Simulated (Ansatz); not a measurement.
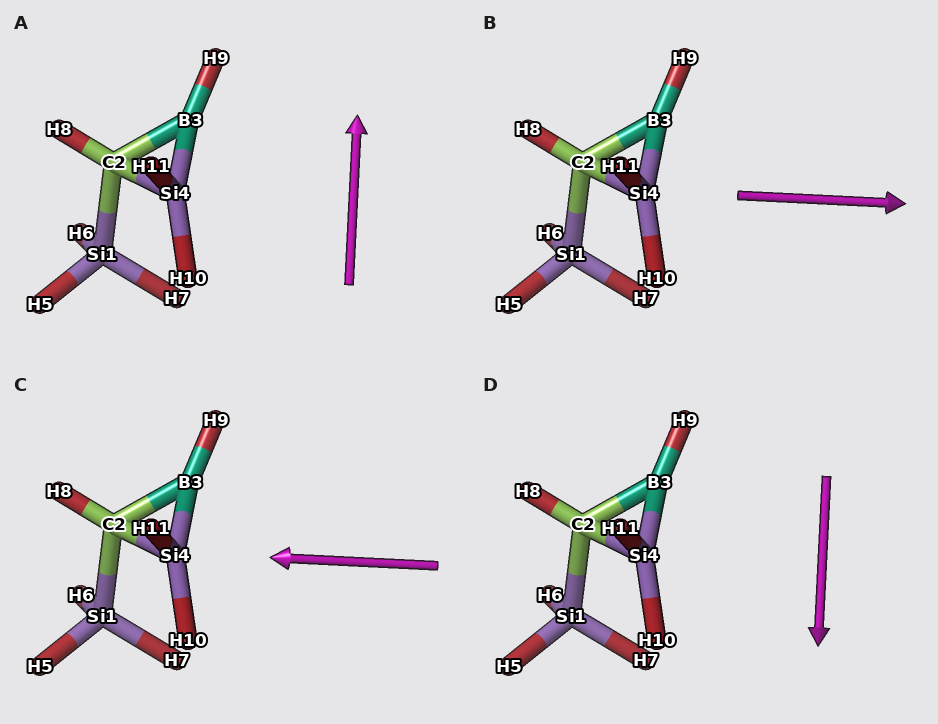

The same molecule four times, each with an arrow. The computed structure is the end point of a PBE-D4/def2-SVP optimisation. No frequency run is at hand to confirm it as a minimum. Method: RKS PBE-D4/def2-SVP (Ansatz 0.2.0).

> Which arrow points along the dipole moment, from the negative to the positive end?

C. The dipole moment is 0.57 D; it points from the side of H9 to the side of H5, H8 (the outermost atoms at the two ends).
